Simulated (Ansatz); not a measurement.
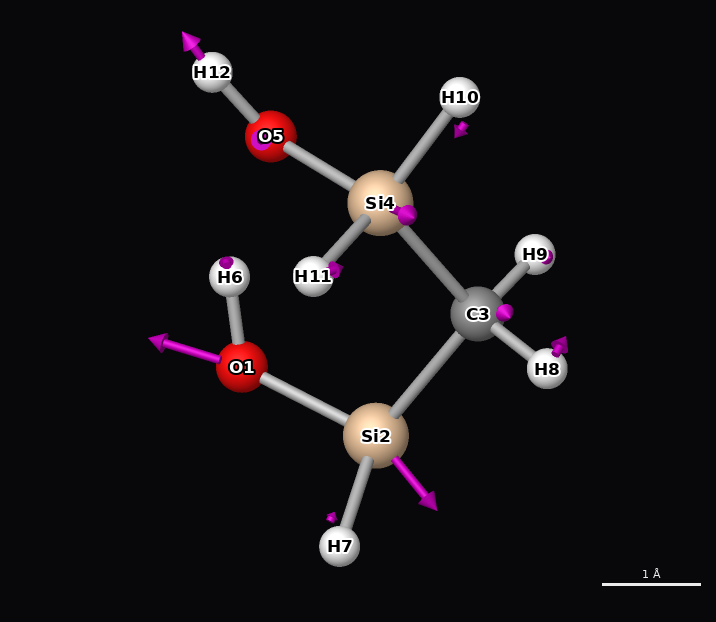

Arrows show the forces on the atoms, 10 Å of arrow for 1 eV/Å; forces under a tenth of the largest aren't drawn. The species is neutral and a spin doublet. Level of theory: r2SCAN-D4/def2-TZVPP (Ansatz 0.2.0).

### On which atom is the force largest, and how large is it?

On O1: 0.08 eV/Å.

### Which bond do the forces act along most?

O1–Si2, now 1.646 Å: the forces push its atoms apart, so a first step downhill lengthens it.

List the force components in the frame of the picture (x right, y up, z towards the viewer), in eV/Å.

```csv
atom,Fx,Fy,Fz
O1,−0.07,0.02,−0.02
Si2,0.04,−0.05,0.01
C3,0.01,−0.01,0.02
Si4,0.02,−0.01,0.05
O5,−0.01,0.00,−0.04
H6,0.00,0.01,−0.01
H7,0.00,0.01,0.00
H8,0.01,0.02,−0.01
H9,0.01,0.00,0.01
H10,−0.01,−0.02,0.00
H11,0.02,0.01,−0.01
H12,−0.02,0.03,0.01
```
